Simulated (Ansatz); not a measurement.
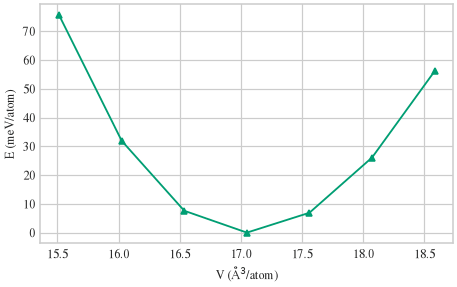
Figure. NbSi (rock salt, space group No. 225) under volume change, DFT-PBE in the program Ansatz with PAW potentials, scaled uniformly.

### Question
What does a third-order Birch–Murnaghan fit give for V₀, B₀ and B′?

### Answer
V₀ = 17.05 Å³/atom, B₀ = 150 GPa, B′ = 4.0.

Space group Fm-3m (rock salt). A made-up cell: these elements were put on the sites of a structure type; neither database checked (COD, Materials Project) lists it. Whether it is the stable phase at ambient conditions was not checked. The cell was relaxed with PBE under the symmetry of its start; its stability against distortions is not shown here. The run is not spin-polarised.

Potentials: the later of the program's two PAW sets.
